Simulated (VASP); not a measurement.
Band structure of MgSe (space group P6_3mc). Method: PBEsol GGA, VASP's PBE PAW potentials (set 64) (plane waves; VASP).

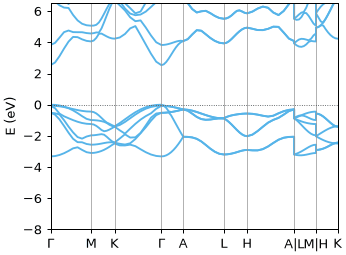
Figure. Bands along high-symmetry lines, zero at the valence-band maximum or, without a gap, the Fermi level

Read the plot: is there a gap, and where are the band edges?

The gap is direct, 2.53 eV, from the valence maximum at Γ to the conduction minimum at Γ. (Edges off the drawn lines would not show.)

The structure comes from a computed database's MgSe entry (P6_3mc); how it stands against other phases isn't given here. It was relaxed first.
